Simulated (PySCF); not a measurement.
# C4H12N2Si: the cost of one run

Computed with PySCF 2.14.0 and routines of our own; the level stands in each step. Atoms count from 0.

### Step 1. The system as given

19 atoms, charge 0, multiplicity 1; geometry from: GFN2-xTB.

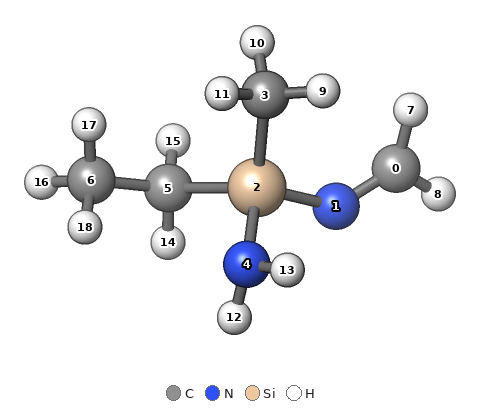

The starting geometry (carbon grey, nitrogen blue, silicon light orange, hydrogen white).

### Step 2. Magnetic properties: GIAO B3LYP/pcSseg-1

What the job is given:

```
{"job": {"kind": "mag", "xc": "B3LYP", "basis": "pcSseg-1", "isotopologues": 2}, "charge": 0, "multiplicity": 1}
C      1.634203    -2.407021     0.673689
N      0.722899    -1.605281     0.958414
Si     0.268217    -0.039794     0.339275
C      1.468273     0.711418    -0.934074
N      0.180905     1.088584     1.650000
C     -1.491589    -0.291108    -0.337439
C     -2.131315     1.005303    -0.816037
H      2.380305    -2.258897    -0.114520
H      1.718877    -3.336987     1.232727
H      2.495200     0.619923    -0.591676
H      1.398585     0.205465    -1.892435
H      1.270783     1.764999    -1.098675
H     -0.505858     0.911407     2.365590
H      1.043465     1.380438     2.081600
H     -2.112271    -0.730175     0.443202
H     -1.478358    -1.008305    -1.158737
H     -3.147374     0.831700    -1.169296
H     -1.557017     1.437383    -1.631803
H     -2.167735     1.730199    -0.007268
```

With the program's defaults for keys left out, this is: GIAO B3LYP/pcSseg-1 magnetisability, rotational g tensor and spin-rotation constants, non-relativistic, gas phase.

Started as:

```sh
OMP_NUM_THREADS=1 python excited_run.py task.json out
```

The driver reads the jobs from task.json and runs them one after another.

Q: Estimate the wall time and peak memory of this job on 1 thread of Arm Neoverse V1, shared host.

About 40 s, with a peak of 0.85 GiB.
